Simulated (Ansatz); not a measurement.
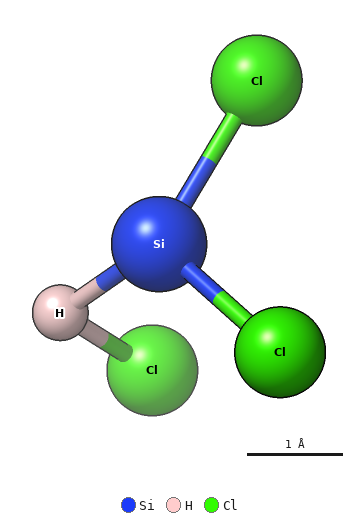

The input geometry (ball-and-stick view, seen at a tilt). Bond lengths as drawn: Cl–H 1.61 Å, Cl–Si 2.08 Å and H–Si 1.64 Å.

## SiHCl3: frequency calculation

The run: frequency calculation of SiHCl3. Method and program: RKS PBE/def2-SVP (Ansatz 0.2.0).

It belongs to a series of runs on one base structure; here: vibrations at the highest image of the band.

### What the program printed
```
Engine: ansatz 0.2.0, x86_64-unknown-linux-gnu
Functional definition: PBE
  parameter kappa = 0.804
  parameter beta = 0.06672455060314922
  exchange = pbe_x(kappa = kappa, mu = beta*pi^2/3)
  correlation = pbe_c(beta = beta)
839 factors; their error is unknown
mean field evaluation 1: about -45428.8132 eV, gradient 1.6e1 eV
mean field evaluation 2: about -45425.1613 eV, gradient 3.6e1 eV
mean field evaluation 4: about -45429.5696 eV, gradient 2.2e0 eV
mean field evaluation 8: about -45429.5895 eV, gradient 4.4e-2 eV
mean field evaluation 16: about -45429.5232 eV, gradient 2.8e-5 eV
mean field -45429.52321778 eV, -1669.5041850167 hartree, gradient 2.7e-5 eV, S^2 0.000000; 0 other end points of the search recorded, 0 dependent functions left out
the calculation of the forces begins
reference -45429.52324435 eV, -1669.5041859931 hartree; 33, 33 occupied and 44, 44 virtual orbitals, 839 factors
these checks for a lower state are left out or cut short: stability, starts, cluster_reference, orbital_swaps, neighbouring_geometries, increment
839 factors; their error is unknown
mean field -45429.52321029 eV, -1669.5041847415 hartree, gradient 7.3e-7 eV, S^2 0.000000; 0 other end points of the search recorded, 0 dependent functions left out
[... from here on the field's lines of each further geometry are left out, up to the last ...]
the calculation of the forces begins
reference -45429.52325156 eV, -1669.5041862580 hartree; 33, 33 occupied and 44, 44 virtual orbitals, 839 factors
these checks for a lower state are left out or cut short: stability, starts, cluster_reference, orbital_swaps, neighbouring_geometries, increment
839 factors; their error is unknown
mean field evaluation 128: about -45429.5232 eV, gradient 2.1e-5 eV
mean field -45429.52317510 eV, -1669.5041834483 hartree, gradient 2.6e-6 eV, S^2 0.000000; 0 other end points of the search recorded, 0 dependent functions left out
the calculation of the forces begins
reference -45429.52320168 eV, -1669.5041844248 hartree; 33, 33 occupied and 44, 44 virtual orbitals, 839 factors
WARN: phonons: modes at or below zero, which the zero-point energy, F, S and C_V leave out: 1, the lowest at -742.31 cm⁻¹. A minimum has none, and a first-order saddle one
Total energy: -45429.52324435 eV, -1669.5041859931 hartree
Atom 0 at    -0.413999     0.000000     0.363882 Å, force     0.003395    -0.000000    -0.008864 eV/Å
Atom 1 at     0.845360     0.000000     1.417309 Å, force    -0.006251     0.000000    -0.016075 eV/Å
Atom 2 at     2.143845     0.000000     0.457240 Å, force    -0.004701     0.000000     0.004975 eV/Å
Atom 3 at    -0.827252     1.676469    -0.793316 Å, force     0.003779    -0.019112     0.009982 eV/Å
Atom 4 at    -0.827252    -1.676469    -0.793316 Å, force     0.003779     0.019112     0.009982 eV/Å
Dipole moment:    -0.220333     0.000000     0.170664 e Å
Vibrations: -742.31 93.66 120.05 187.44 424.81 551.87 561.55 612.39 1531.81 cm⁻¹, zero-point energy 0.253150 eV
```

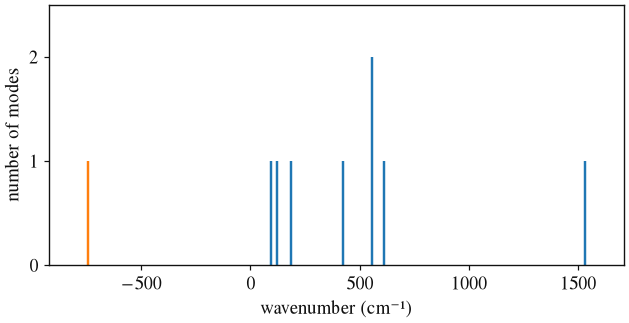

Harmonic vibrational wavenumbers from the force constants; neighbouring modes closer than 10 cm⁻¹ are counted in one stick, and imaginary ones are drawn at negative wavenumbers. 9 modes from 742i to 1532 cm⁻¹, 1 imaginary beyond 8i (742i cm⁻¹): a first-order saddle point, if the geometry is stationary.

This output came from the following input.

### Input file
```yaml
crystal:
  periodic: [false, false, false]
  atoms:
    - { symbol: Si, position_ang: [-0.413999, 0.0, 0.363882] }
    - { symbol: H, position_ang: [0.84536, 0.0, 1.417309] }
    - { symbol: Cl, position_ang: [2.143845, 0.0, 0.45724] }
    - { symbol: Cl, position_ang: [-0.827252, 1.676469, -0.793316] }
    - { symbol: Cl, position_ang: [-0.827252, -1.676469, -0.793316] }
basis:
  gaussian: { orbitals: def2-SVP }
hamiltonian:
  xc: pbe
phonons: {}
```

Command:
```bash
ansatz run input.yaml --threads 1 --pin off --max-ram 2048MiB --backend cpu --events-out ev --progress --plain --runs-dir out
```

### Summary

- outcome: converged
- total energy: −45429.5232 eV
- mean-field energy: −45429.5232 eV
- largest force (length of the vector): 0.022 eV/Å
- hardware: 1 thread of Intel Xeon @ 2.50GHz (Skylake/Cascade Lake), 32 GiB of memory available, shared host
- wall time: 37 s
- peak memory: 0.12 GiB
